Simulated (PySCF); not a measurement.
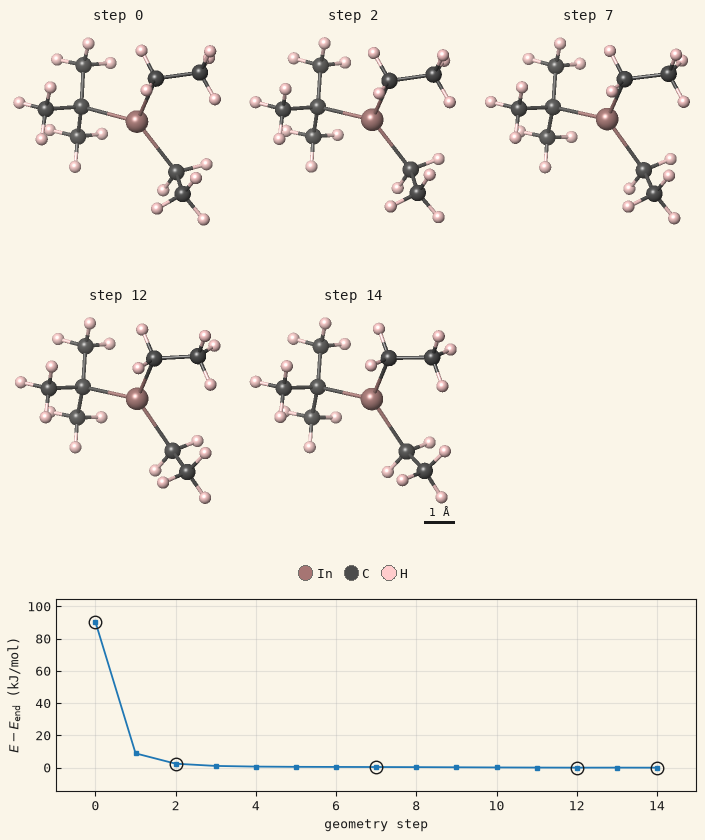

Frames of a relaxation of C8H19In, marked on the history of the run. The picture is a ball-and-stick view, seen at a tilt.

The start comes from GFN2-xTB. Its atoms were then displaced at random by about 0.03 Å.

Method: PySCF, PBE0-D3(BJ)/def2-SVP geometry optimisation, gas phase. 

Q: Describe the path.

A: The atom that moves furthest after the best rigid fit is an H atom (0.63 Å). By element the largest moves are H 0.63 Å, C 0.29 Å, In 0.09 Å. Near-neighbour distances that change, for instance: C–In 2.414 → 2.193 Å, C–H 1.189 → 1.103 Å, C–H 1.041 → 1.109 Å, C–H 1.160 → 1.104 Å. Bond angles that change, for instance: In–C–H 115.2° → 106.5°, In–C–C 108.6° → 115.9°, C–In–C 127.3° → 120.6°. Over 14 geometry steps the energy falls by 90.3 kJ/mol. From step 0 to 2: an H atom moves most (0.21 Å), energy −87.9 kJ/mol. From step 2 to 7: H atoms move most (0.18 Å), energy −2.06 kJ/mol. From step 7 to 12: an H atom moves most (0.29 Å), energy −0.39 kJ/mol. From step 12 to 14: an H atom moves most (0.21 Å), energy −0.01 kJ/mol.

```tsv
step	E − E(0), kJ/mol
0	0.00
1	-81.46
2	-87.88
3	-89.26
4	-89.67
5	-89.82
6	-89.88
7	-89.94
8	-90.00
9	-90.10
10	-90.19
11	-90.27
12	-90.32
13	-90.30
14	-90.34
```
